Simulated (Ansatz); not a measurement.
AlCl$_{2}$GeH$_{2}$ (doublet)

Input file:

```
basis:
  gaussian:
    orbitals: def2-TZVPD
crystal:
  periodic: [false, false, false]
  atoms:
    - {symbol: Al, position_ang: [-0.050864, 0.018924, -0.868548]}
    - {symbol: Cl, position_ang: [0.717499, -1.335475, 0.767746]}
    - {symbol: Cl, position_ang: [1.519245, 1.000290, -1.896747]}
    - {symbol: Ge, position_ang: [-0.265675, 0.606775, 2.040554]}
    - {symbol: H, position_ang: [-1.281296, -0.597588, -1.622195]}
    - {symbol: H, position_ang: [-0.609089, 1.105814, 0.380570]}
magnetization:
  spin_polarized: true
  initial_magnetization: 1
output: {forces: true, orbitals: {seedname: orbitals}}
hamiltonian:
  xc: {name: PBE0}
```

Launched as:

```sh
ansatz run input.yaml --threads 2 --pin off --max-ram 4350MiB --events-out events.jsonl --progress --plain --runs-dir runs
```

Geometry: B3LYP/6-31G*.

Theory: isolated molecule in a Gaussian basis; Kohn-Sham density functional theory, functional PBE0 (Ansatz 0.2.0).

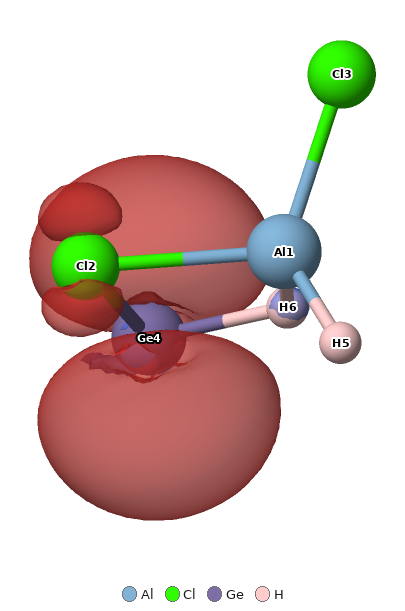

Figure 1. Isosurfaces of the spin density (α minus β) at +0.015 (red) and −0.015 e/Å³ (blue), seen at an oblique angle.

> Where is the unpaired spin?

The unpaired spin (1 electron) lies mostly on Ge4 (about 0.9), in electrons by Hirshfeld's partition.

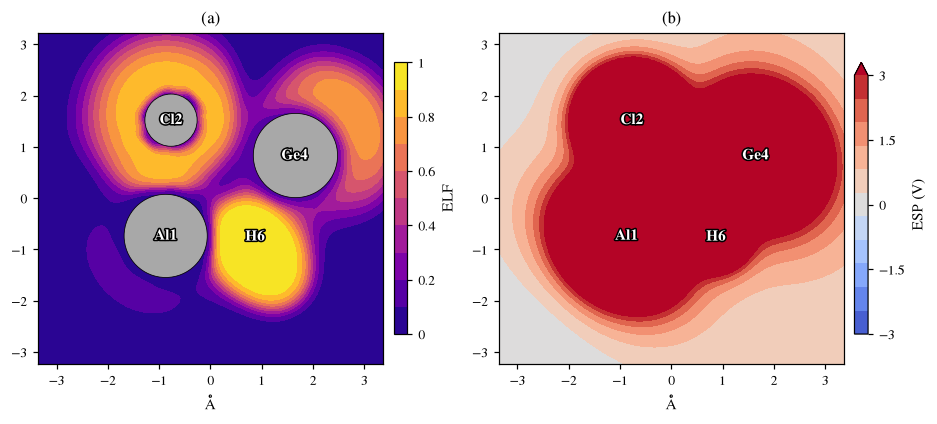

Figure 2. (a) electron localisation function; (b) molecular electrostatic potential on the plane of atoms Al1, Cl2 and Ge4. Grey discs cover the atomic cores in the ELF map.

> Read the bonding off the picture.

- Atoms in the plane: Al, Cl, Ge and H.
- Ge–Cl (2.52 Å): the ELF peaks at about 0.85 in the valence shell of Cl, 0.9 Å from its nucleus, and is about 0.50 at the midpoint.
- Al–Cl (2.26 Å): the ELF peaks at about 0.85 in the valence shell of Cl, 0.9 Å from its nucleus, and is about 0.80 at the midpoint.
- Ge–H (1.77 Å): the ELF climbs to about 1 towards the hydrogen.
- The ELF also peaks beside Ge4 and Cl2, away from the bonds: non-bonding electrons, paired or unpaired.
- The potential has no marked negative region in this plane.

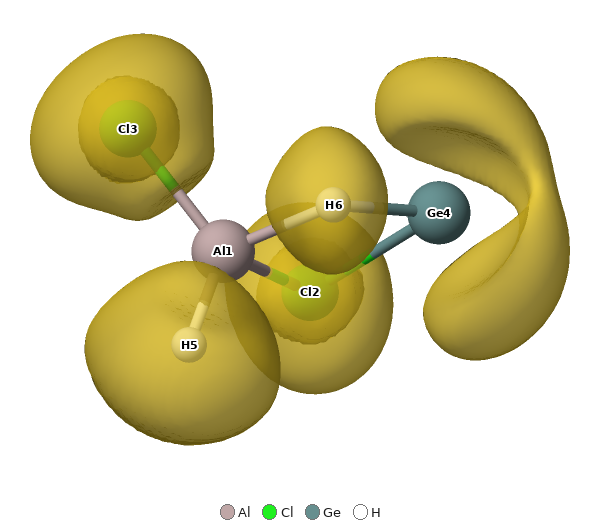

Figure 3. Isosurface of the electron localisation function at 0.75 (yellow), seen at a tilt. Core shells and regions of very low density are left out.

> Describe the localisation domains.

The ELF exceeds this value in two regions around hydrogen nuclei, two regions on Cl in which the atom's valence shell and bonds are merged and one region wrapped around Ge (its valence shell). Along the contacts the grid gives the following. Al–Cl (2.12 Å): the ELF peaks at about 0.85 in the valence shell of Cl, 0.9 Å from its nucleus, and is about 0.80 at the midpoint.
